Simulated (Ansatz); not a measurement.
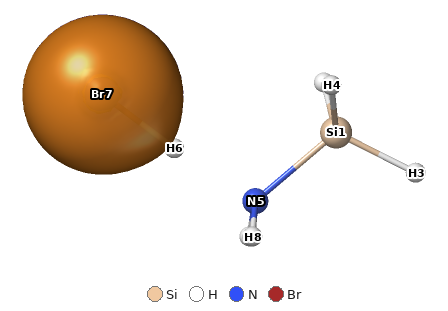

Figure. H₅NSi···HBr. The HOMO at ±0.1 Å⁻³ᐟ² (orange and purple are the two phases), seen across its widest extent.

These are results of RKS PBE-D4/def2-SVP in Ansatz 0.2.0, not measurements.

```xyz
9

Si   -0.6823   -0.8940   -0.2732
H     0.4226   -1.9015   -0.1777
H    -1.5667   -1.2316   -1.4460
H    -1.5062   -0.8377    0.9767
N     0.1047    0.7050   -0.4322
H     1.0645    0.8855    0.8782
Br    1.9453    0.9530    2.1258
H    -0.5256    1.5171   -0.4199
H     0.7437    0.8040   -1.2317
```

Q: Describe this orbital and give its energy.

A: It lies mainly on Br7 (about 95 %); largely a lone pair of Br7. Its energy is −5.76 eV.
